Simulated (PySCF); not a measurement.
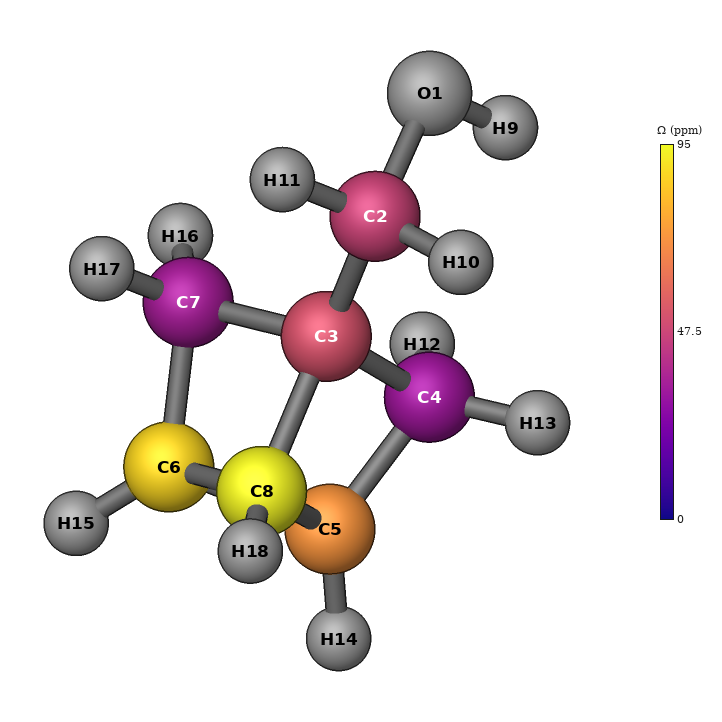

The C atoms are coloured by the span of their shielding tensor. Geometry: a frame of a GFN2-xTB molecular-dynamics simulation, not a minimum. Properties computed with GIAO PBE0/pcSseg-1 NMR shielding, non-relativistic, gas phase (PySCF 2.14.0). Principal shieldings σ11 ≤ σ22 ≤ σ33, span Ω = σ33 − σ11, skew κ = 3(σiso − σ22)/Ω.

Give the shielding tensors of the C atoms.

```tsv
atom	σ11	σ22	σ33	σiso	Ω	κ
C2	94.3	110.9	141.5	115.6	47.2	0.30
C3	100.4	136.6	152.6	129.9	52.2	−0.39
C4	129.1	161.0	161.8	150.7	32.7	−0.95
C5	134.1	157.4	205.7	165.8	71.6	0.35
C6	126.0	154.3	213.4	164.6	87.4	0.35
C7	120.1	151.3	154.7	142.0	34.6	−0.80
C8	103.4	143.2	197.0	147.8	93.6	0.15
```

Shieldings and span in ppm.
